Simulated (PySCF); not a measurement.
C2H6O2SSi (SMILES S[SiH]1OCCO1)

```xyz
12

S     2.8980    0.4453    0.8582
Si    1.0096    0.8328   -0.0336
O    -0.2764    0.9271    0.9706
C    -1.2678   -0.0044    0.6387
C    -0.8584   -0.6834   -0.6852
O     0.5148   -0.4885   -0.8613
H     2.9007   -0.8679    0.6770
H     1.0921    2.0375   -0.8351
H    -1.3419   -0.7345    1.4504
H    -2.2220    0.5170    0.5373
H    -1.3888   -0.2254   -1.5254
H    -1.0587   -1.7562   -0.6736
```

Geometry: GFN2-xTB.

Computed with PBE0/pcSseg-1, SCF density, gas phase, non-relativistic in PySCF 2.14.0.

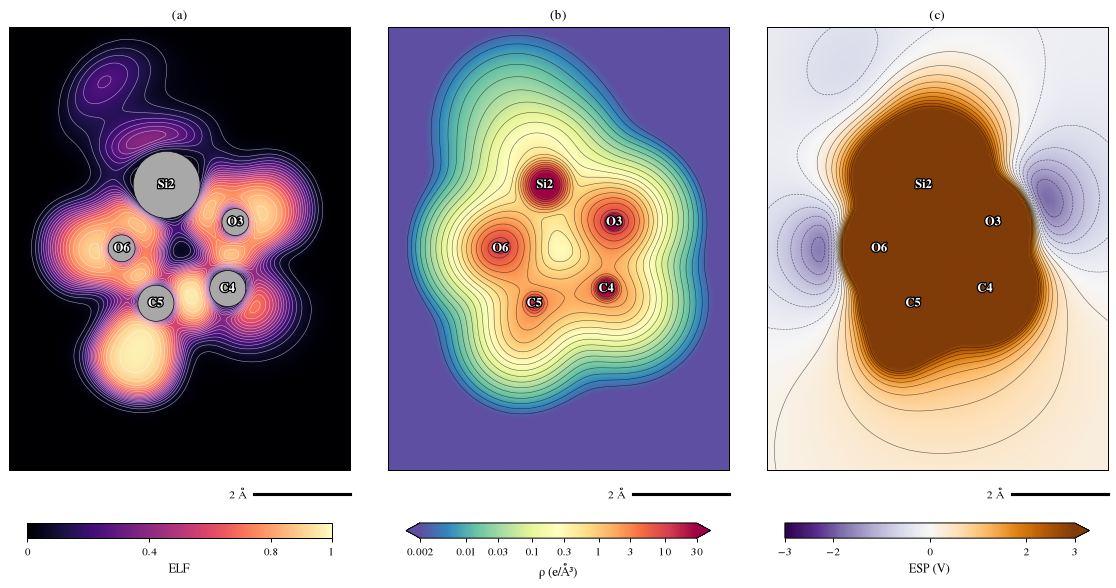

Figure 1. (a) ELF; (b) total electron density; (c) electrostatic potential on the plane of atoms Si2, O3 and C4. Grey discs cover the atomic cores in the ELF map.

Question: Interpret the plot.

Answer: The section cuts through Si, O and C sites. C–O (1.40 Å): the density is about 2.1 e/Å³ at the midpoint, with its minimum of 1.8 e/Å³ about 0.5 Å from C; the ELF peaks at about 0.90 between the atoms, as expected for a polar covalent bond. C–C (1.54 Å): ρ is about 1.7 e/Å³ halfway; the ELF peaks at about 0.95 between the atoms; a shared electron pair. Si–O (1.63 Å): ρ at the midpoint is about 1.2 e/Å³; the ELF peaks at about 0.85 between the atoms (a shared but strongly polarised pair). The ELF also peaks beside O6 and O3, away from the bonds: lone-pair regions. Outside the dense part of the molecule the potential is most negative (−1.8 V) near O3.

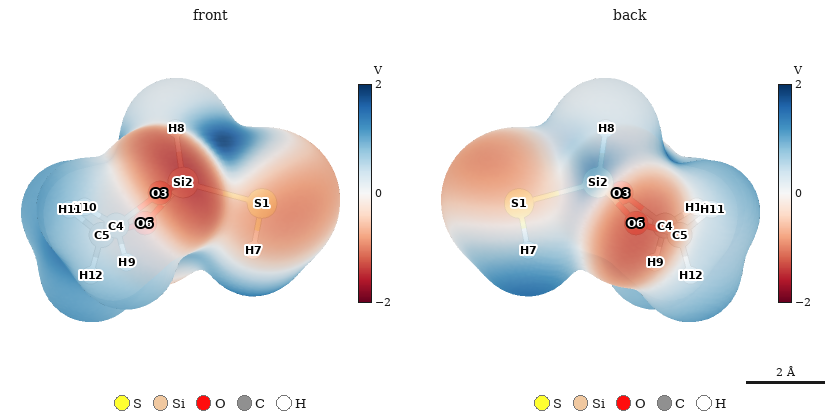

Figure 2. The electrostatic potential painted on the density surface at 0.002 e/bohr³, seen from the front and from behind; red is negative and blue positive.

Question: Describe the electrostatic potential map.

Answer: The most negative region (about −1.4 V) lies over O3, the most positive (about +1.7 V) over Si2. O3 is the likeliest acceptor of a hydrogen bond.
